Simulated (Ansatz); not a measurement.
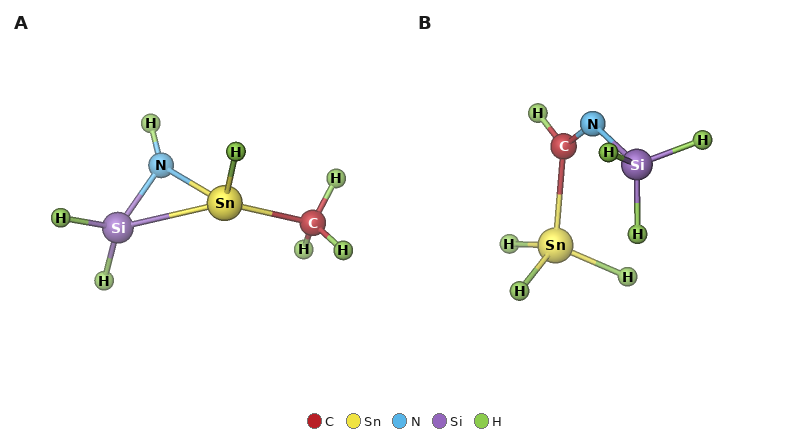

Atoms fade into the background with distance from the viewer. The computed structure is the end point of a PBE0-D4/def2-TZVP optimisation. No frequency run is at hand to confirm it as a minimum.

Q: How are A and B related: the same structure turned, mirror images, conformers, diastereomers or constitutional isomers?

A: They are constitutional isomers of CH7NSiSn: A is [CH3][Sn@H]1[NH][SiH2]1, B is [SiH3]/N=[CH]\[SnH3]
